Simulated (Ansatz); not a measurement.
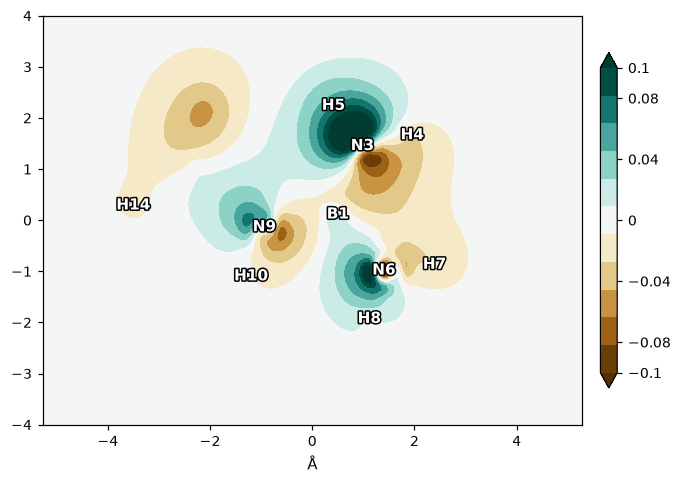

Figure 1: BH8N3Si···H2. The HOMO−1 on the plane of atoms B1, N3 and H4 (values in Å⁻³ᐟ²; the overall sign is arbitrary).

Theory: RHF/def2-SVP (Ansatz 0.2.0).

Input file:

```
crystal:
  periodic: [false, false, false]
  atoms:
    - { symbol: B, position_ang: [-0.021166, 0.634208, -0.30115] }
    - { symbol: H, position_ang: [-0.384205, -0.673614, 1.685768] }
    - { symbol: "N", position_ang: [1.226757, 0.031085, -0.608467] }
    - { symbol: H, position_ang: [1.301108, -0.771147, -1.19665] }
    - { symbol: H, position_ang: [2.071961, 0.242253, -0.123446] }
    - { symbol: "N", position_ang: [-1.225461, 0.163106, -0.888665] }
    - { symbol: H, position_ang: [-1.266764, -0.64075, -1.47772] }
    - { symbol: H, position_ang: [-2.114024, 0.586928, -0.732973] }
    - { symbol: "N", position_ang: [-0.075111, 1.825866, 0.613205] }
    - { symbol: H, position_ang: [-1.003778, 2.165608, 0.780544] }
    - { symbol: Si, position_ang: [1.197292, 2.878094, 1.116715] }
    - { symbol: H, position_ang: [2.41074, 2.085407, 1.434983] }
    - { symbol: H, position_ang: [1.596528, 3.896182, 0.109557] }
    - { symbol: H, position_ang: [0.762399, 3.610858, 2.332577] }
    - { symbol: H, position_ang: [-0.331276, -0.008884, 1.932221] }
basis:
  gaussian: { orbitals: def2-SVP }
hamiltonian:
  xc: hf
relax:
  f_tol: 0.03
  max_steps: 50
output:
  orbitals: {}
```

Launched as:

```sh
ansatz run input.yaml --threads 2 --pin off --max-ram 3072MiB --backend cpu --events-out ev --progress --plain --runs-dir out
```

The fields are those of the run's last geometry, not of the input's.

**Where does this orbital lie, and at what energy?**

It lies mainly on N3 (about 50 %) and N6 (about 25 %); largely a combination of lone pairs on N3 and N6. Its energy is −10.31 eV.
